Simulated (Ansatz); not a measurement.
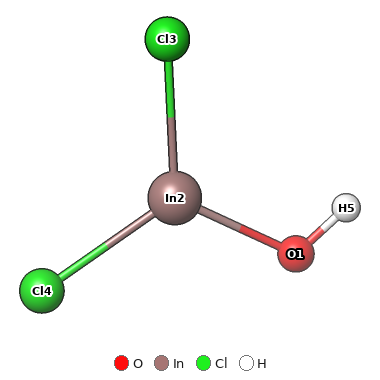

The system is Cl₂HInO, SMILES [OH][In]([Cl])[Cl]; the picture shows the reference structure. First axis: umbrella angle at In2 (between each of its bonds and their common axis; 90 is planar). Second axis: change of the bonds In2–O1, In2–Cl3, In2–Cl4, all alike. Nothing is relaxed (all other coordinates rigid). Grid: 13 × 13 points; 91 points were computed and 78 follow by symmetry. Points are written as (first, second). Energies: kJ/mol, counted from the lowest grid point. Method: Ansatz, RKS PBE0-D4/def2-TZVP.

Its coordinates:

```xyz
5

O    -0.3480    1.5099   -0.1368
In   -0.0875   -0.4329   -0.1008
Cl    1.7225   -1.3213    1.0200
Cl   -1.5805   -1.8014   -1.1705
H     0.3433    1.9719    0.3466
```

Range: umbrella angle at In2 (between each of its bonds and their common axis; 90 is planar) from 66 to 114°; change of the bonds In2–O1, In2–Cl3, In2–Cl4, all alike from −0.240 to 0.372 Å.

### What landscape does the calculation give?

The lowest grid point is at (90°, 0.015 Å). It is the only kind of minimum in the scanned range. The highest grid point, (66°, −0.240 Å), lies 352 kJ/mol above the lowest. Round the minimum the two coordinates are nearly uncoupled.

```csv
"second ↓, first →",66,70,74,78,82,86,90,94,98,102,106,110,114
0.372,267,248,233,221,213,208,206,208,213,221,233,248,267
0.321,229,210,193,181,172,167,165,167,172,181,193,210,229
0.270,194,173,156,142,133,128,126,128,133,142,156,173,194
0.219,162,139,121,107,97,91,89,91,97,107,121,139,162
0.168,133,109,90,75,65,58,56,58,65,75,90,109,133
0.117,111,85,65,49,38,31,29,31,38,49,65,85,111
0.066,97,69,48,31,19,12,10,12,19,31,48,69,97
0.015,92,63,40,23,10,2,0,2,10,23,40,63,92
−0.036,101,70,46,27,14,6,3,6,14,27,46,70,101
−0.087,127,94,68,48,33,25,22,25,33,48,68,94,127
−0.138,174,138,110,89,74,65,62,65,74,89,110,138,174
−0.189,247,209,179,156,139,130,127,130,139,156,179,209,247
−0.240,352,311,279,254,237,227,223,227,237,254,279,311,352
```

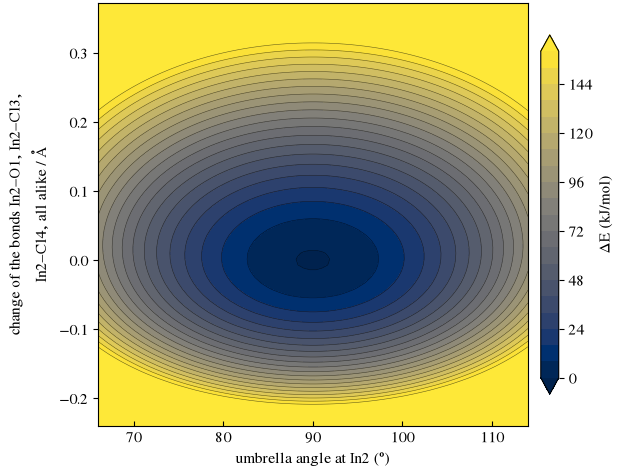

The picture shows filled contours, one colour for all values above the top of the scale. Between grid points the surface is interpolated.

Each point was launched as `ansatz run input.yaml --threads 1 --pin off --max-ram 2560MiB --backend cpu --events-out ev --progress --plain --runs-dir out`. Time for the 91 points that were run: 23 min on 1 thread of Arm Neoverse N1, on a shared host.
